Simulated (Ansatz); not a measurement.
Start from PdGe in the rock salt structure (space group Fm-3m, No. 225; a = 5.215 Å; a hypothetical phase, not in the database extracts checked).

Structures relaxed with Kohn–Sham DFT with the PBE functional, run in Ansatz (a quantum-chemistry and plane-wave program) with PAW and 420 eV plane waves, scalar-relativistic without spin-orbit coupling, earlier PAW set.

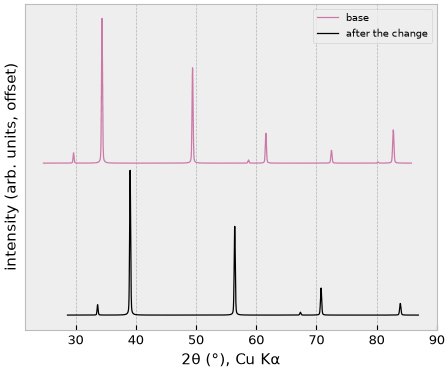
Figure: Simulated powder patterns before (top) and after one change

Task: What was done to the base?
(A) pressure 7 GPa
(B) pressure 75 GPa
(C) pressure 3 GPa
(D) pressure 100 GPa

Result: D, pressure 100 GPa. Its volume per atom is 12.26 Å³ against 17.73 Å³, and its space group is Fm-3m (No. 225).

Load acts through the strain it causes; cell and atoms are relaxed under it. Whether these cells are dynamically stable was not tested. No other phases were tried under pressure. All final runs are without spin polarisation.
